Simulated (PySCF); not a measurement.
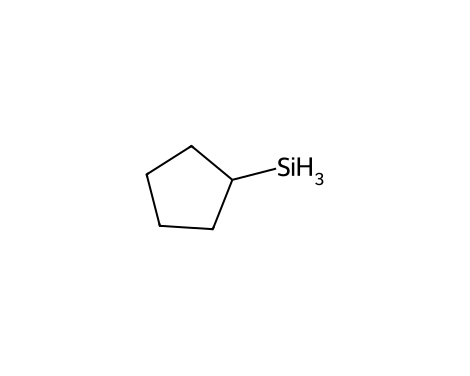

The geometry was computed by an optimisation with GFN2-xTB. No frequency run is at hand to confirm it as a minimum. Method: CAM-B3LYP/def2-SVPD, gas phase (PySCF 2.14.0). Excitations: vertical, linear response.

### What is the brightest of the 8 lowest singlets?

8.69 eV.

### Estimate the LUMO energy (Kohn–Sham orbital).

1.23 eV.

### Give the mean static polarisability at this level.

83.7 bohr³.

### What is the lowest vertical singlet excitation?

7.83 eV.

The geometry is semi-empirical. Around Si such bond lengths and angles can be off by a tenth of an ångström or more and by several degrees, and values that hang on the shape move with them.
